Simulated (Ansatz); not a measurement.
# CAM-B3LYP/STO-3G run of AlH3Cl− (SMILES [H][Al-]([H])([H])[Cl])

Aim: the energy change on altering one bond length of AlH3Cl− at CAM-B3LYP/STO-3G, from 2 runs. 

The results are computed with Ansatz 0.2.0.

1 further run of the same task is left out (it didn't finish).

**1. The molecule**

AlH3Cl−: 5 atoms, total charge -1, spin state singlet. As SMILES, `[H][Al-]([H])([H])[Cl]`. The shape comes from GFN2-xTB, which is rough for such elements, and wasn't checked as a minimum.

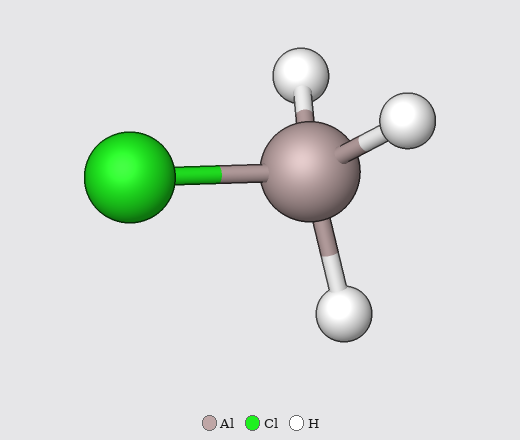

The structure, seen from a chosen angle (aluminium light grey, chlorine green, hydrogen white).

**2. A single-point energy at CAM-B3LYP/STO-3G**

Contents of molecule.yaml:

```yaml
crystal:
  periodic: [false, false, false]
  atoms:
    - {symbol: Al, position_ang: [-0.002450, 0.000420, -0.134210]}
    - {symbol: Cl, position_ang: [0.013850, -0.018360, 1.961810]}
    - {symbol: H, position_ang: [1.532100, 0.011680, -0.616990]}
    - {symbol: H, position_ang: [-0.775390, 1.334390, -0.590440]}
    - {symbol: H, position_ang: [-0.768110, -1.328130, -0.620160]}
basis:
  gaussian: {orbitals: STO-3G}
total_charge: -1
hamiltonian: {xc: {name: CAM-B3LYP}}
accuracy: high
```

On the command line:

```console
$ ansatz run molecule.yaml --threads 1 --pin off --max-ram 2610MiB --events-out events.jsonl --progress --plain --runs-dir runs
```

Standard output:

```text
Warning: RAYON_NUM_THREADS=1 ignored (pool sized by the plan → 1); use --threads N
Functional definition: CAM-B3LYP
  name "CAM-B3LYP"
  parameter alpha = 0.19
  parameter beta = 0.46
  parameter omega = 0.33/bohr
  parameter ac = 0.81
  exchange = (1 - alpha - beta)*b88_x + beta*b88_x_sr(omega) + alpha*exact_x + beta*exact_x_lr(omega)
  correlation = (1 - ac)*vwn5_c + ac*lyp_c
362 factors; integrals over basis functions are off by at most 1.3e-8 eV
157 factors; integrals over basis functions are off by at most 1.0e-9 eV
mean field evaluation 1: about -18949.9885 eV, gradient 2.0e1 eV
mean field evaluation 2: about -18951.2438 eV, gradient 8.5e0 eV
mean field evaluation 4: about -18951.4607 eV, gradient 2.4e-2 eV
mean field evaluation 8: about -18951.4223 eV, gradient 3.0e-4 eV
mean field -18951.42232019 eV, -696.4519245314 hartree, gradient 1.8e-8 eV, S^2 0.000000; 0 other end points of the search recorded, 0 dependent functions left out
reference -18951.42233358 eV, -696.4519250238 hartree; 17, 17 occupied and 4, 4 virtual orbitals, 362 factors
Total energy: -18951.42233358 eV, -696.4519250238 hartree
```

Wall time 0.83 s (1 thread of Intel Xeon 6975P-C (Granite Rapids), shared host); peak memory 0.11 GiB.

**3. The distorted shape**

Contents of run.yaml:

```yaml
crystal:
  periodic: [false, false, false]
  atoms:
    - {symbol: Al, position_ang: [0.190802, -0.333102, -0.020142]}
    - {symbol: Cl, position_ang: [0.207102, -0.351882, 2.075878]}
    - {symbol: H, position_ang: [1.725352, -0.321842, -0.502922]}
    - {symbol: H, position_ang: [-0.775390, 1.334390, -0.590440]}
    - {symbol: H, position_ang: [-0.574858, -1.661652, -0.506092]}
basis:
  gaussian: {orbitals: STO-3G}
total_charge: -1
magnetization: {spin_polarized: false, initial_magnetization: 0}
hamiltonian: {xc: {name: CAM-B3LYP}}
accuracy: high
```

On the command line:

```console
$ ansatz run run.yaml --threads 1 --pin off --max-ram 2610MiB --events-out events.jsonl --progress --plain --runs-dir runs
```

Standard output, shortened:

```text
Warning: RAYON_NUM_THREADS=1 ignored (pool sized by the plan → 1); use --threads N
[... 8 set-up lines as earlier in the session ...]
362 factors; integrals over basis functions are off by at most 1.4e-8 eV
158 factors; integrals over basis functions are off by at most 1.1e-9 eV
mean field evaluation 1: about -18947.8008 eV, gradient 2.3e1 eV
mean field evaluation 2: about -18949.4198 eV, gradient 1.3e1 eV
mean field evaluation 4: about -18950.0515 eV, gradient 9.3e-2 eV
mean field evaluation 8: about -18950.0013 eV, gradient 1.0e-3 eV
mean field -18950.00133191 eV, -696.3997041754 hartree, gradient 7.3e-8 eV, S^2 0.000000; 0 other end points of the search recorded, 0 dependent functions left out
reference -18950.00134570 eV, -696.3997046821 hartree; 17, 17 occupied and 4, 4 virtual orbitals, 362 factors
Total energy: -18950.00134570 eV, -696.3997046821 hartree
```

It took 1.3 s on 1 thread of Intel Xeon 6975P-C (Granite Rapids), shared host; peak memory 0.11 GiB.

**4. Summary of results**

Level: CAM-B3LYP/STO-3G.

| quantity | value |
| --- | --- |
| first shape: total energy | -696.45193 Eh |
| distorted shape: total energy | -696.39970 Eh |
| energy change with the Al1–H4 bond stretched from 1.608 to 2.010 Å | 1.421 eV |

With the Al1–H4 bond stretched from 1.608 to 2.010 Å the energy rises by 1.42 eV (33 kcal/mol). The first shape isn't relaxed at this level, so the change isn't measured from a minimum. The minimal basis adds a large error of its own.
